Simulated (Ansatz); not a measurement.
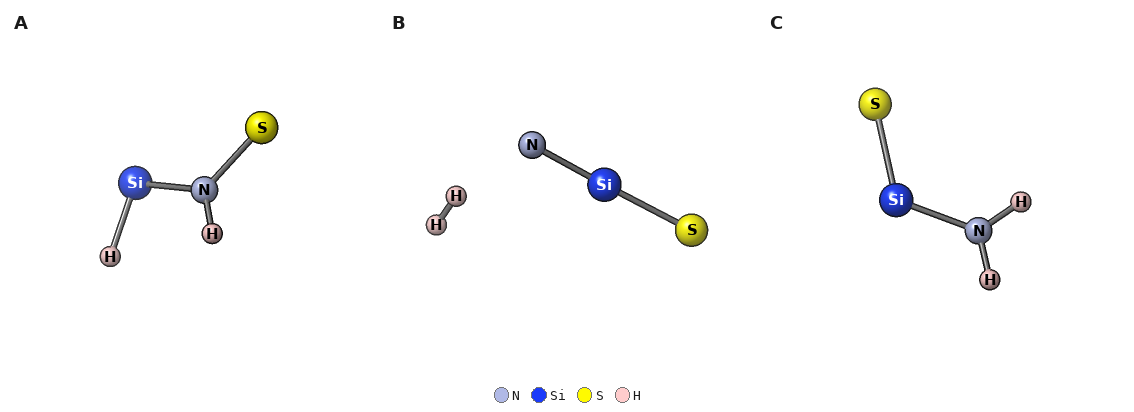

3 stationary structures of one formula. The species is neutral and a spin doublet. Geometries: PBE-D4/def2-SVP. Electronic energies: PBE-D4/def2-SVP (Ansatz 0.2.0), without zero-point energy. No frequency run is at hand to confirm each as a minimum.

> Rank them by energy, lowest first.

C is lowest (Cs); A lies 208.0 kJ/mol above it (Cs), B lies 363.0 kJ/mol above it (Cs).
